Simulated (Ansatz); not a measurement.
**BSiH4OF: geometry relaxation (part 1 of 2)**

System: BSiH4OF.
Method: RKS PBE-D4/def2-SVP (Ansatz 0.2.0).

Figures and captions count atoms from 1; the log counts them from 0 in places.

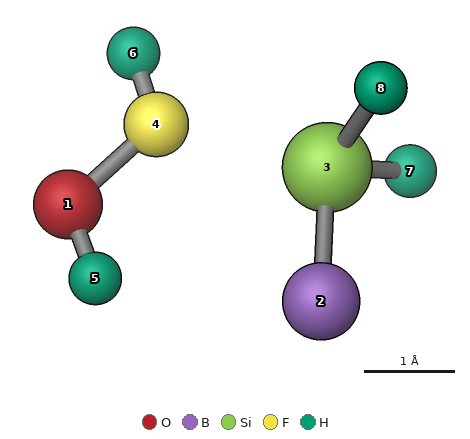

Figure 1. The structure as given in the input (ball-and-stick view, seen at a tilt; atoms are numbered from 1 in the order of the input).

Input:
```yaml
crystal:
  periodic: [false, false, false]
  atoms:
    - {symbol: O, position_ang: [-1.570725, 1.080344, 0.147164]}
    - {symbol: B, position_ang: [-0.273414, -1.470006, -1.172306]}
    - {symbol: Si, position_ang: [0.748874, -0.683706, -0.192560]}
    - {symbol: F, position_ang: [-0.291558, 0.897524, 0.533021]}
    - {symbol: H, position_ang: [-1.892625, 0.412269, -0.467817]}
    - {symbol: H, position_ang: [0.043563, 1.511992, 1.114590]}
    - {symbol: H, position_ang: [1.937424, -0.300250, -1.001750]}
    - {symbol: H, position_ang: [1.191862, -1.643597, 0.854702]}
basis:
  gaussian: {orbitals: def2-SVP}
hamiltonian: {xc: pbe, dispersion: d4}
relax: {f_tol: 0.03, max_steps: 250}
```

Launch command:
```bash
ansatz run in.yaml --threads 2 --pin off --events-out ev --progress --plain --max-ram 4352MiB
```

Log:
```
Functional definition: PBE
  name "PBE"
  cite "Perdew, Burke & Ernzerhof, Phys. Rev. Lett. 77, 3865 (1996) doi:10.1103/PhysRevLett.77.3865"
  parent pbe
  parameter kappa = 0.804
  parameter beta = 0.06672455060314922
  exchange = pbe_x(kappa = kappa, mu = beta*pi^2/3)
  correlation = pbe_c(beta = beta)
873 factors; their error is unknown
mean field evaluation 1: about -13335.4040 eV, gradient 5.9e1 eV
mean field evaluation 2: about -13222.5306 eV, gradient 1.6e2 eV
mean field evaluation 4: about -13339.8012 eV, gradient 4.9e1 eV
mean field evaluation 8: about -13334.4976 eV, gradient 5.9e1 eV
mean field evaluation 16: about -13349.6602 eV, gradient 2.7e-2 eV
mean field evaluation 32: about -13349.4315 eV, gradient 1.0e-1 eV
mean field evaluation 64: about -13349.4320 eV, gradient 1.0e-1 eV
mean field -13349.60477045 eV, -490.5889266269 hartree, gradient 1.4e-5 eV, S^2 0.000000; 4 other end points of the search recorded, 0 dependent functions left out
the calculation of the forces begins
reference -13349.60480172 eV, -490.5889277760 hartree; 20, 20 occupied and 60, 60 virtual orbitals, 873 factors
relax step   1: F+E_penalty+E_count = -13349.75102145 eV  Δ(F+E_penalty+E_count) = +0.000e0 eV  max|allowed force component| = 1.652e1 eV/Å  Δτ_max = 0.0000 Å  (334 SCF iters, accepted)
these checks for a lower state are left out or cut short: starts, cluster_reference, orbital_swaps, neighbouring_geometries, increment
873 factors; their error is unknown
mean field -13354.09826852 eV, -490.7540596352 hartree, gradient 1.1e-5 eV, S^2 0.000000; 0 other end points of the search recorded, 0 dependent functions left out
[... from here on the field's lines of each further geometry are left out, up to the last ...]
relax step   2: F+E_penalty+E_count = -13354.24168163 eV  Δ(F+E_penalty+E_count) = -4.491e0 eV  max|allowed force component| = 8.946e0 eV/Å  Δτ_max = 0.1945 Å  (41 SCF iters, accepted)
relax step   3: F+E_penalty+E_count = -13356.47318889 eV  Δ(F+E_penalty+E_count) = -2.232e0 eV  max|allowed force component| = 3.096e0 eV/Å  Δτ_max = 0.1948 Å  (42 SCF iters, accepted)
relax step   4: F+E_penalty+E_count = -13357.30963362 eV  Δ(F+E_penalty+E_count) = -8.364e-1 eV  max|allowed force component| = 1.226e0 eV/Å  Δτ_max = 0.1945 Å  (41 SCF iters, accepted)
relax step   5: F+E_penalty+E_count = -13357.72112117 eV  Δ(F+E_penalty+E_count) = -4.115e-1 eV  max|allowed force component| = 1.413e0 eV/Å  Δτ_max = 0.1946 Å  (39 SCF iters, accepted)
relax step   6: F+E_penalty+E_count = -13358.22294835 eV  Δ(F+E_penalty+E_count) = -5.018e-1 eV  max|allowed force component| = 2.530e0 eV/Å  Δτ_max = 0.1951 Å  (39 SCF iters, accepted)
relax step   7: F+E_penalty+E_count = -13358.91693131 eV  Δ(F+E_penalty+E_count) = -6.940e-1 eV  max|allowed force component| = 3.521e0 eV/Å  Δτ_max = 0.1949 Å  (38 SCF iters, accepted)
relax step   8: F+E_penalty+E_count = -13359.84022165 eV  Δ(F+E_penalty+E_count) = -9.233e-1 eV  max|allowed force component| = 3.965e0 eV/Å  Δτ_max = 0.1949 Å  (38 SCF iters, accepted)
relax step   9: F+E_penalty+E_count = -13361.04592127 eV  Δ(F+E_penalty+E_count) = -1.206e0 eV  max|allowed force component| = 4.096e0 eV/Å  Δτ_max = 0.1946 Å  (38 SCF iters, accepted)
relax step  10: F+E_penalty+E_count = -13362.26823758 eV  Δ(F+E_penalty+E_count) = -1.222e0 eV  max|allowed force component| = 3.439e0 eV/Å  Δτ_max = 0.1997 Å  (37 SCF iters, accepted)
relax step  11: F+E_penalty+E_count = -13362.75022317 eV  Δ(F+E_penalty+E_count) = -4.820e-1 eV  max|allowed force component| = 5.550e0 eV/Å  Δτ_max = 0.1946 Å  (36 SCF iters, accepted)
relax step  12: F+E_penalty+E_count = -13363.59081839 eV  Δ(F+E_penalty+E_count) = -8.406e-1 eV  max|allowed force component| = 1.716e0 eV/Å  Δτ_max = 0.1947 Å  (37 SCF iters, accepted)
relax step  13: F+E_penalty+E_count = -13363.90382883 eV  Δ(F+E_penalty+E_count) = -3.130e-1 eV  max|allowed force component| = 1.191e0 eV/Å  Δτ_max = 0.2000 Å  (30 SCF iters, accepted)
relax step  14: F+E_penalty+E_count = -13364.26761443 eV  Δ(F+E_penalty+E_count) = -3.638e-1 eV  max|allowed force component| = 9.129e-1 eV/Å  Δτ_max = 0.1949 Å  (30 SCF iters, accepted)
relax step  15: F+E_penalty+E_count = -13364.49960595 eV  Δ(F+E_penalty+E_count) = -2.320e-1 eV  max|allowed force component| = 6.926e-1 eV/Å  Δτ_max = 0.2000 Å  (37 SCF iters, accepted)
relax step  16: F+E_penalty+E_count = -13364.63718690 eV  Δ(F+E_penalty+E_count) = -1.376e-1 eV  max|allowed force component| = 4.526e-1 eV/Å  Δτ_max = 0.2000 Å  (30 SCF iters, accepted)
relax step  17: F+E_penalty+E_count = -13364.71518057 eV  Δ(F+E_penalty+E_count) = -7.799e-2 eV  max|allowed force component| = 1.048e0 eV/Å  Δτ_max = 0.1950 Å  (37 SCF iters, accepted)
relax step  18: F+E_penalty+E_count = -13364.80751498 eV  Δ(F+E_penalty+E_count) = -9.233e-2 eV  max|allowed force component| = 4.644e-1 eV/Å  Δτ_max = 0.1992 Å  (30 SCF iters, accepted)
relax step  19: F+E_penalty+E_count = -13364.87383177 eV  Δ(F+E_penalty+E_count) = -6.632e-2 eV  max|allowed force component| = 3.420e-1 eV/Å  Δτ_max = 0.1995 Å  (36 SCF iters, accepted)
relax step  20: F+E_penalty+E_count = -13364.92639088 eV  Δ(F+E_penalty+E_count) = -5.256e-2 eV  max|allowed force component| = 5.228e-1 eV/Å  Δτ_max = 0.2000 Å  (36 SCF iters, accepted)
relax step  21: F+E_penalty+E_count = -13364.93650319 eV  Δ(F+E_penalty+E_count) = -1.011e-2 eV  max|allowed force component| = 1.969e0 eV/Å  Δτ_max = 0.1951 Å  (36 SCF iters, accepted)
relax step  22: F+E_penalty+E_count = -13365.01575003 eV  Δ(F+E_penalty+E_count) = -7.925e-2 eV  max|allowed force component| = 1.089e0 eV/Å  Δτ_max = 0.1941 Å  (36 SCF iters, accepted)
relax step  23: F+E_penalty+E_count = -13365.08574571 eV  Δ(F+E_penalty+E_count) = -7.000e-2 eV  max|allowed force component| = 3.917e-1 eV/Å  Δτ_max = 0.1918 Å  (28 SCF iters, accepted)
relax step  24: F+E_penalty+E_count = -13365.14651538 eV  Δ(F+E_penalty+E_count) = -6.077e-2 eV  max|allowed force component| = 1.536e-1 eV/Å  Δτ_max = 0.1945 Å  (28 SCF iters, accepted)
relax step  25: F+E_penalty+E_count = -13365.18710625 eV  Δ(F+E_penalty+E_count) = -4.059e-2 eV  max|allowed force component| = 2.542e-1 eV/Å  Δτ_max = 0.1948 Å  (28 SCF iters, accepted)
relax step  26: F+E_penalty+E_count = -13365.20243272 eV  Δ(F+E_penalty+E_count) = -1.533e-2 eV  max|allowed force component| = 2.115e-1 eV/Å  Δτ_max = 0.1949 Å  (29 SCF iters, accepted)
relax step  27: F+E_penalty+E_count = -13365.20238968 eV  Δ(F+E_penalty+E_count) = +4.303e-5 eV  max|allowed force component| = 2.834e-1 eV/Å  Δτ_max = 0.1256 Å  (29 SCF iters, rejected (line search))
relax step  28: F+E_penalty+E_count = -13365.21049335 eV  Δ(F+E_penalty+E_count) = -8.061e-3 eV  max|allowed force component| = 1.085e-1 eV/Å  Δτ_max = 0.0626 Å  (30 SCF iters, accepted)
relax step  29: F+E_penalty+E_count = -13365.21760455 eV  Δ(F+E_penalty+E_count) = -7.111e-3 eV  max|allowed force component| = 9.535e-2 eV/Å  Δτ_max = 0.0997 Å  (29 SCF iters, accepted)
relax step  30: F+E_penalty+E_count = -13365.20979359 eV  Δ(F+E_penalty+E_count) = +7.811e-3 eV  max|allowed force component| = 7.223e-1 eV/Å  Δτ_max = 0.1463 Å  (36 SCF iters, rejected (line search))
relax step  31: F+E_penalty+E_count = -13365.22264946 eV  Δ(F+E_penalty+E_count) = -5.045e-3 eV  max|allowed force component| = 1.324e-1 eV/Å  Δτ_max = 0.0731 Å  (29 SCF iters, accepted)
relax step  32: F+E_penalty+E_count = -13365.22671985 eV  Δ(F+E_penalty+E_count) = -4.070e-3 eV  max|allowed force component| = 2.804e-1 eV/Å  Δτ_max = 0.0726 Å  (29 SCF iters, accepted)
relax step  33: F+E_penalty+E_count = -13365.23096080 eV  Δ(F+E_penalty+E_count) = -4.241e-3 eV  max|allowed force component| = 2.440e-1 eV/Å  Δτ_max = 0.0813 Å  (29 SCF iters, accepted)
relax step  34: F+E_penalty+E_count = -13365.23559618 eV  Δ(F+E_penalty+E_count) = -4.635e-3 eV  max|allowed force component| = 9.192e-2 eV/Å  Δτ_max = 0.1109 Å  (29 SCF iters, accepted)
relax step  35: F+E_penalty+E_count = -13365.23526605 eV  Δ(F+E_penalty+E_count) = +3.301e-4 eV  max|allowed force component| = 1.456e-1 eV/Å  Δτ_max = 0.0756 Å  (29 SCF iters, rejected (line search))
relax step  36: F+E_penalty+E_count = -13365.23861821 eV  Δ(F+E_penalty+E_count) = -3.022e-3 eV  max|allowed force component| = 5.781e-2 eV/Å  Δτ_max = 0.0378 Å  (29 SCF iters, accepted)
relax step  37: F+E_penalty+E_count = -13365.23863926 eV  Δ(F+E_penalty+E_count) = -2.105e-5 eV  max|allowed force component| = 1.623e-1 eV/Å  Δτ_max = 0.0688 Å  (29 SCF iters, accepted)
relax step  38: F+E_penalty+E_count = -13365.23940363 eV  Δ(F+E_penalty+E_count) = -7.644e-4 eV  max|allowed force component| = 1.233e-1 eV/Å  Δτ_max = 0.0162 Å  (30 SCF iters, accepted)
relax step  39: F+E_penalty+E_count = -13365.24016744 eV  Δ(F+E_penalty+E_count) = -7.638e-4 eV  max|allowed force component| = 4.660e-2 eV/Å  Δτ_max = 0.0231 Å  (29 SCF iters, accepted)
relax step  40: F+E_penalty+E_count = -13365.24016227 eV  Δ(F+E_penalty+E_count) = +5.164e-6 eV  max|allowed force component| = 4.919e-2 eV/Å  Δτ_max = 0.0237 Å  (29 SCF iters, rejected (line search))
the calculation of the forces begins
reference -13365.10227428 eV, -491.1584493882 hartree; 20, 20 occupied and 60, 60 virtual orbitals, 873 factors
relax step  41: F+E_penalty+E_count = -13365.24046708 eV  Δ(F+E_penalty+E_count) = -2.996e-4 eV  max|allowed force component| = 1.651e-2 eV/Å  Δτ_max = 0.0116 Å  (30 SCF iters, accepted)
873 factors; their error is unknown
mean field evaluation 384: about -13365.1022 eV, gradient 2.4e-5 eV
```

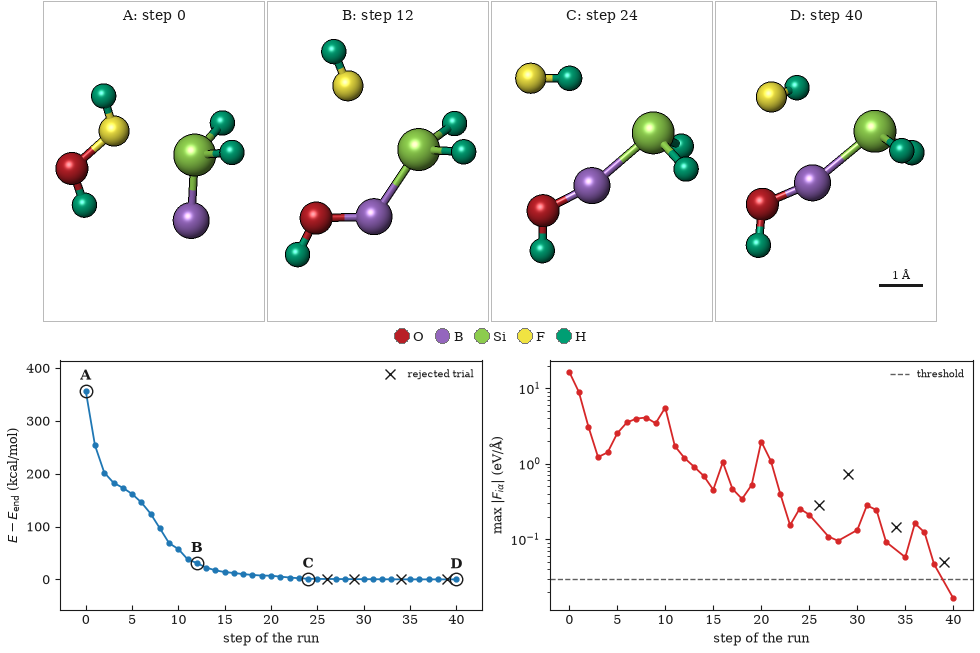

Figure 2. Frames of the relaxation (ball-and-stick view, seen at a tilt) above the curves, on which the letters mark them (the first geometry is step 0 here and step 1 in the log).

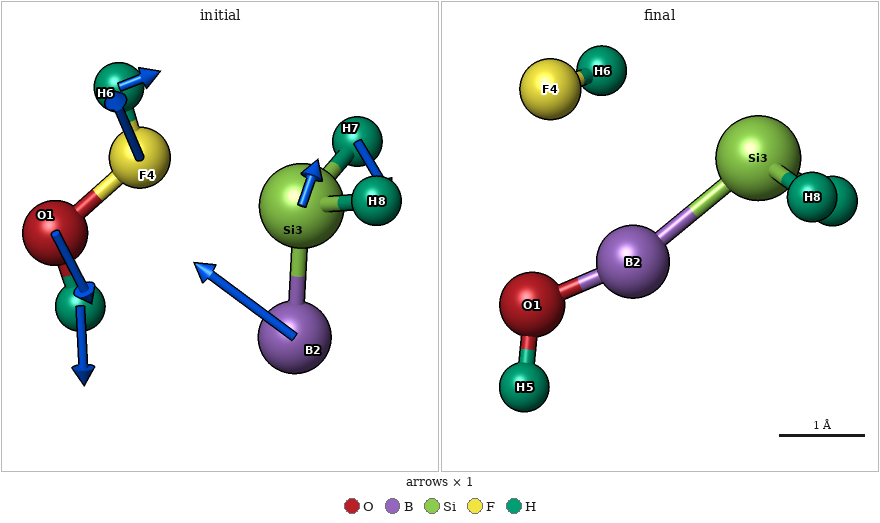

Figure 3. Before (left) and after (right) the relaxation, at one scale (ball-and-stick view, seen at a tilt). The blue arrows give the displacements, at true length. After 40 geometry steps the energy has fallen by 357.2 kcal/mol. Largest force component: 17 eV/Å at the start, 0.017 eV/Å at the end. The line search rejected the trial steps at points 26, 29, 34, 39 (counted from 0) and went back. B2 moves most after the best rigid fit: 1.51 Å. Largest moves by element: B 1.51 Å, F 1.37 Å, O 1.14 Å, H 1.00 Å, Si 0.61 Å. Distances before and after: O1–B2 3.151 → 1.306 Å, O1–F4 1.349 → 3.156 Å, B2–Si3 1.620 → 1.922 Å, F4–H6 0.910 → 0.958 Å. New bonds form: O1–B2 (3.15 → 1.31 Å). Bonds break: O1–F4 (1.35 → 3.16 Å). Among the angles that change: B2–Si3–H8 107.5° → 100.3°, B2–Si3–H7 107.5° → 101.0°. (Atoms are counted from 1 in the order of the input.)

```
mean field -13365.10224258 eV, -491.1584482233 hartree, gradient 2.4e-5 eV, S^2 0.000000; 1 other end points of the search recorded, 0 dependent functions left out
the calculation of the forces begins
reference -13365.10227428 eV, -491.1584493882 hartree; 20, 20 occupied and 60, 60 virtual orbitals, 873 factors
Total energy: -13365.24049878 eV, -491.1635290449 hartree
Atom 0 at    -1.732200     0.437416    -0.746158 Å, force     0.007801     0.007434     0.000566 eV/Å
Atom 1 at    -0.584478    -0.141914    -0.514726 Å, force     0.000583    -0.004565     0.005218 eV/Å
Atom 2 at     1.281998    -0.451410    -0.174727 Å, force    -0.000638     0.009814     0.000040 eV/Å
Atom 3 at    -0.082094     1.424855     1.756502 Å, force     0.016512    -0.004899    -0.014280 eV/Å
Atom 4 at    -2.489284    -0.127621    -0.993077 Å, force    -0.015064    -0.003637    -0.007232 eV/Å
Atom 5 at     0.602744     1.317462     1.095289 Å, force    -0.014516     0.005889     0.013678 eV/Å
Atom 6 at     1.707924    -1.107724    -1.473975 Å, force     0.001350    -0.002205    -0.004474 eV/Å
Atom 7 at     1.188792    -1.546494     0.865917 Å, force     0.003972    -0.007831     0.006483 eV/Å
Dipole moment:    -0.631955    -0.214079    -0.494341 e Å
```

Trajectory as extended XYZ (Å, eV, eV/Å), 41 frames, from step=1 to step=41:
```
8
Properties=species:S:1:pos:R:3:forces:R:3 step=1 energy=-13349.75102
O    -1.5707    1.0803    0.1472  -16.5220   4.3913  -3.5121
B    -0.2734   -1.4700   -1.1723   -7.1690  -5.6453  -6.9662
Si    0.7489   -0.6837   -0.1926    8.9080   2.8463   5.6417
F    -0.2916    0.8975    0.5330   11.5599  -4.3454   1.5333
H    -1.8926    0.4123   -0.4678    0.5958  -1.0690  -0.5329
H     0.0436    1.5120    1.1146    2.2470   3.8136   3.6769
H     1.9374   -0.3003   -1.0017    0.3256   0.2487  -0.2580
H     1.1919   -1.6436    0.8547    0.0547  -0.2403   0.4173
8
Properties=species:S:1:pos:R:3:forces:R:3 step=2 energy=-13354.24168
O    -1.7485    1.1575    0.1310   -8.9459   1.9249  -2.2299
B    -0.3006   -1.5630   -1.2506   -3.5737  -2.5798  -3.3037
Si    0.8519   -0.7524   -0.2007    3.8566   1.5908   2.7021
F    -0.2664    0.9315    0.5678    7.5176  -1.2241   2.1588
H    -1.9741    0.4311   -0.4870    0.2500  -0.2084  -0.0493
H     0.0953    1.5885    1.1909    0.3819   0.5064   0.5219
H     2.0066   -0.2938   -1.0361    0.3067   0.0856  -0.0249
H     1.2292   -1.6948    0.8998    0.2068  -0.0954   0.2250
8
Properties=species:S:1:pos:R:3:forces:R:3 step=3 energy=-13356.47319
O    -1.9334    1.2013    0.0878   -2.8642   0.0127  -1.1513
B    -0.3850   -1.5967   -1.3089   -1.5014  -0.8360  -1.2090
Si    0.9209   -0.7823   -0.1946    0.9291   0.5951   0.8036
F    -0.1752    0.9422    0.6124    3.0965   0.0587   1.2973
H    -2.0059    0.4117   -0.5139   -0.1958   0.3935   0.2061
H     0.1522    1.6210    1.2376   -0.1607  -0.2902  -0.2759
H     2.0544   -0.2852   -1.0353    0.3748   0.0814   0.0979
H     1.2653   -1.7074    0.9299    0.3218  -0.0151   0.2313
8
Properties=species:S:1:pos:R:3:forces:R:3 step=4 energy=-13357.30963
O    -2.0536    1.1764    0.0213   -0.4910  -0.7625  -0.7513
B    -0.5698   -1.5646   -1.3603   -0.4524   0.1299  -0.0885
Si    0.9485   -0.8195   -0.2103   -0.0547   0.0568   0.0184
F    -0.0256    0.9315    0.6654    1.2265   0.2558   0.6824
H    -2.1359    0.3862   -0.5850   -0.3355   0.4931   0.2216
H     0.2191    1.6419    1.2796   -0.1069  -0.4048  -0.3371
H     2.1417   -0.2775   -0.9597    0.0929   0.0904   0.1622
H     1.3691   -1.6698    0.9641    0.1213   0.1412   0.0923
8
Properties=species:S:1:pos:R:3:forces:R:3 step=5 energy=-13357.72112
O    -2.0723    1.0840   -0.0530    0.1166  -1.4130  -0.9765
B    -0.7337   -1.4679   -1.3565   -0.1441   0.6105   0.3826
Si    0.9610   -0.8427   -0.2220   -0.3835   0.0947  -0.0863
F     0.1210    0.9230    0.7186    0.7396   0.2890   0.5091
H    -2.2947    0.3360   -0.6857   -0.2418   0.6518   0.3749
H     0.3027    1.6531    1.3214    0.0055  -0.4450  -0.3206
H     2.1864   -0.2528   -0.9040   -0.0899   0.0271   0.1671
H     1.4232   -1.6281    0.9963   -0.0024   0.1848  -0.0503
8
Properties=species:S:1:pos:R:3:forces:R:3 step=6 energy=-13358.22295
O    -2.0202    0.9516   -0.1275    0.0110  -2.5304  -1.8298
B    -0.8587   -1.3270   -1.3052   -0.2540   0.9550   0.5867
Si    0.9492   -0.8423   -0.2264   -0.4832   0.3122   0.0313
F     0.2272    0.9241    0.7624    0.5477   0.2265   0.3859
H    -2.4268    0.2721   -0.7855    0.3024   1.2305   1.0161
H     0.3840    1.6555    1.3560    0.1047  -0.2955  -0.1722
H     2.1964   -0.2352   -0.8683   -0.1652  -0.0408   0.1177
H     1.4422   -1.5942    1.0096   -0.0634   0.1426  -0.1356
8
Properties=species:S:1:pos:R:3:forces:R:3 step=7 energy=-13358.91693
O    -1.9308    0.7961   -0.2037   -0.5008  -3.5215  -2.7564
B    -0.9455   -1.1957   -1.2454   -0.4356   1.4532   0.8732
Si    0.9300   -0.8250   -0.2216   -0.6736   0.4473   0.0527
F     0.2992    0.9360    0.8002    0.3888   0.1234   0.2468
H    -2.5413    0.2325   -0.8606    1.2334   1.5780   1.6468
H     0.4509    1.6619    1.3876    0.1694  -0.0378   0.0407
H     2.1892   -0.2273   -0.8511   -0.1327  -0.0968   0.0526
H     1.4417   -1.5740    1.0097   -0.0487   0.0542  -0.1563
8
Properties=species:S:1:pos:R:3:forces:R:3 step=8 energy=-13359.84022
O    -1.8457    0.6395   -0.2826   -0.7692  -3.9651  -3.1863
B    -1.0044   -1.1001   -1.2002   -0.4982   2.1968   1.3851
Si    0.9049   -0.7973   -0.2117   -0.7359   0.3283  -0.0580
F     0.3401    0.9555    0.8308    0.2170   0.0674   0.1366
H    -2.6109    0.2287   -0.8915    1.7605   1.3350   1.6848
H     0.4921    1.6767    1.4150    0.1992   0.2067   0.2300
H     2.1790   -0.2318   -0.8444   -0.1218  -0.1474  -0.0086
H     1.4382   -1.5664    0.9997   -0.0515  -0.0215  -0.1836
8
Properties=species:S:1:pos:R:3:forces:R:3 step=9 energy=-13361.04592
O    -1.7857    0.4789   -0.3747   -0.7210  -4.0965  -3.2606
B    -1.0442   -1.0157   -1.1554   -0.5307   3.0171   1.9645
Si    0.8769   -0.7691   -0.2025   -0.5392   0.0368  -0.1893
F     0.3710    0.9784    0.8599    0.0178   0.1151   0.0905
H    -2.6566    0.2434   -0.8993    1.8360   0.8232   1.3445
H     0.5275    1.6965    1.4437    0.2249   0.4132   0.3900
H     2.1689   -0.2433   -0.8410   -0.1762  -0.2122  -0.0891
H     1.4357   -1.5644    0.9843   -0.1115  -0.0967  -0.2505
8
Properties=species:S:1:pos:R:3:forces:R:3 step=10 energy=-13362.26824
O    -1.7457    0.3132   -0.4788   -0.7504  -3.4386  -2.7921
B    -1.0319   -0.9719   -1.1192   -0.5313   3.3206   2.1841
Si    0.8278   -0.7099   -0.1794   -0.0239  -0.6578  -0.4848
F     0.4008    1.0471    0.9217   -0.1617   0.2126   0.0887
H    -2.6751    0.2431   -0.9064    1.6150   0.2477   0.8351
H     0.5858    1.7559    1.5102    0.2702   0.5288   0.4920
H     2.1293   -0.2814   -0.8714   -0.2333  -0.1503  -0.1000
H     1.4023   -1.5916    0.9383   -0.1847  -0.0629  -0.2229
8
Properties=species:S:1:pos:R:3:forces:R:3 step=11 energy=-13362.75022
O    -1.7204    0.1521   -0.5850   -5.5498   4.8848   1.2868
B    -1.0590   -0.8107   -1.0138    4.8942  -4.6973  -1.4199
Si    0.8216   -0.7155   -0.1859    0.2319  -0.6554  -0.3807
F     0.4092    1.0758    0.9459   -0.2193   0.5902   0.3391
H    -2.6715    0.2247   -0.9182    0.9166  -0.1055   0.2965
H     0.6107    1.7849    1.5411    0.2404   0.5384   0.4869
H     2.1155   -0.2972   -0.8906   -0.2717  -0.3037  -0.2667
H     1.3874   -1.6095    0.9216   -0.2423  -0.2516  -0.3421
```
